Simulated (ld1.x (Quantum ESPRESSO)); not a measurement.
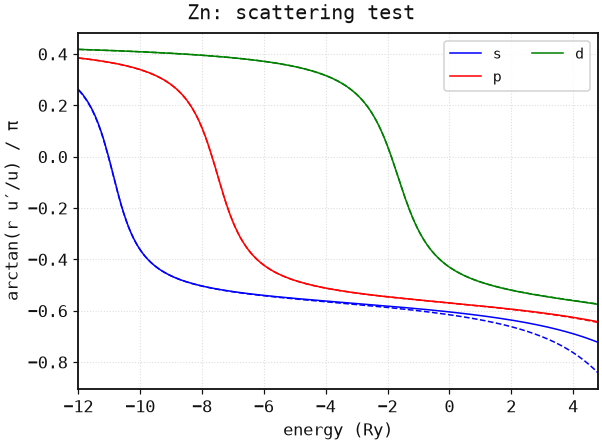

Unwrapped phase arctan(r u′/u) in units of π against energy, all-electron (solid) and pseudo (dashed); the pseudo phase is matched to the all-electron one at the reference energy. Here u = r R(r).

- Element: zinc
- Generator: ld1.x (Quantum ESPRESSO) 7.5
- Type: norm-conserving Troullier–Martins (Kleinman–Bylander form)
- Functional: PBEsol
- Relativity: scalar-relativistic
- Frozen core: [Ne]
- Valence charge: 20
- Reference configuration: 3s2 3p6 3d10 4s1.5 4p0 (charge +0.5)
- Partial waves: 3s (bound): rc 1.05 bohr; 3d (bound): rc 0.70 bohr; 3p (bound): rc 0.70 bohr
- Local potential: the p channel
- Core correction: Bessel-smoothed model core inside 0.50 bohr

Where are the poles, the energies at which the radial function vanishes at the test radius? (There the phase passes a half-integer multiple of π.)

Answer. s: all-electron at -8.1 Ry, pseudo at -8.2 Ry; p: all-electron at -4.5 Ry, pseudo at -4.5 Ry; d: all-electron at 1.3 Ry, pseudo at 1.3 Ry.

How far from the reference energy is each channel transferable, at a tolerance of 0.05 rad?

Answer. s: up to about 0.9 Ry; p: over the whole range drawn; d: over the whole range drawn.

What does the plot say about ghosts?

Answer. The plot shows none: the two phases stay within 0.37 rad of each other in all channels drawn. The separate test gives: no ghost state below the valence levels in the s, d, p, f channels.

The potential isn't sound: the pseudo-atom misses its own reference levels by up to 0.40 eV.
